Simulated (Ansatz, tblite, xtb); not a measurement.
Dissociation curve of GeH, doublet.

GFN2-xTB, 300 K electronic temperature (tblite); GFN1-xTB (xtb); ROCCSD(T) = Ansatz (a first-principles code) with CCSD(T) on ROHF/aug-cc-pVTZ, cores with 3d frozen.

Energies are in eV, each relative to the lowest point of its own curve near equilibrium.

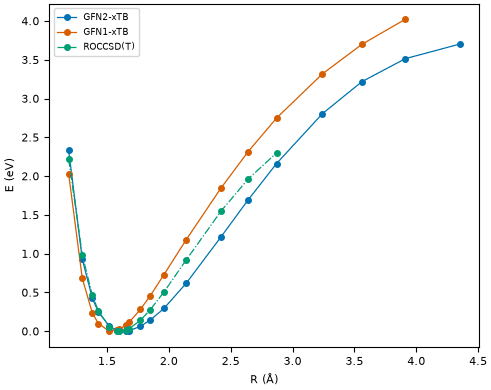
Energy against bond length for each method.

```csv
R / Å,GFN2-xTB,GFN1-xTB,ROCCSD(T)
1.19,2.332,2.028,2.222
1.30,0.929,0.682,0.988
1.38,0.432,0.241,0.470
1.43,0.247,0.098,0.262
1.52,0.063,0.000,0.053
1.58,0.012,0.011,0.004
1.60,0.004,0.025,0.000
1.65,0.000,0.077,0.012
1.68,0.007,0.118,0.033
1.77,0.062,0.280,0.140
1.85,0.144,0.458,0.277
1.96,0.293,0.729,0.505
2.14,0.618,1.179,0.918
2.42,1.213,1.843,1.545
2.64,1.691,2.314,1.961
2.87,2.161,2.747,2.298
3.24,2.803,3.316,—
3.56,3.217,3.699,—
3.91,3.513,4.021,—
4.35,3.701,—,—
```

A dash means that the run gave no value there, or that the column was ended at a point which the program doubted or which failed a test of continuity chosen for this set; such a test can also cut sound points.

The T1 diagnostic of CCSD on the restricted reference of ROCCSD(T) exceeds 0.045 at 2.64 to 2.87 Å.
